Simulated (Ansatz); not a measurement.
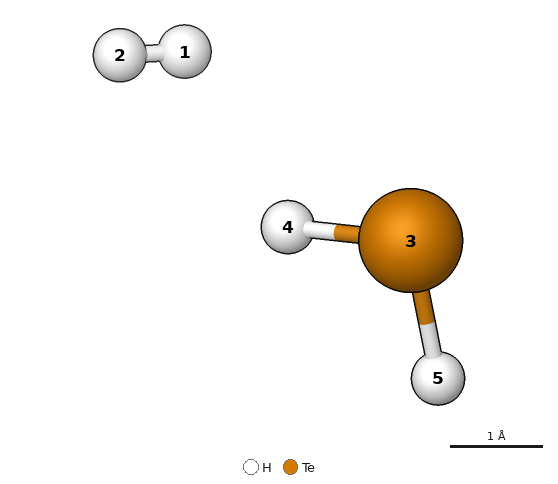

The atoms are numbered. The computed structure is the end point of a PBE-D4/def2-SVP optimisation. No frequency run is at hand to confirm it as a minimum.

Question: What is the geometry at Te3?

Answer: Te3 has 2 neighbours (H4 at 1.68, H5 at 1.68 Å); the arrangement is bent.
